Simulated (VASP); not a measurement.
Band structure of Al$_{2}$Cu (space group P4/mmm). These are r2SCAN meta-GGA, VASP's PBE PAW potentials (set 64) (plane waves; VASP 6.6.1) values and carry that method's errors.

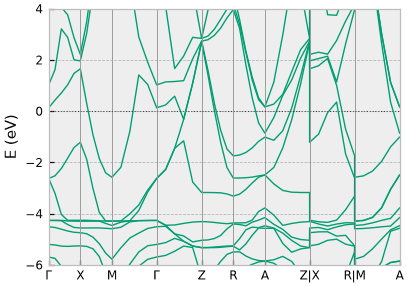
*Bands along high-symmetry lines, zero at the valence-band maximum or, without a gap, the Fermi level*

Q: Read the plot: is there a gap, and where are the band edges?

A: It has no gap at this level: it comes out as a metal or semimetal.

The structure comes from a computed database's Al2Cu entry (P4/mmm); how it stands against other phases isn't given here. It was relaxed first. The electron count is odd and the run is not spin-polarised, which forces a metal.
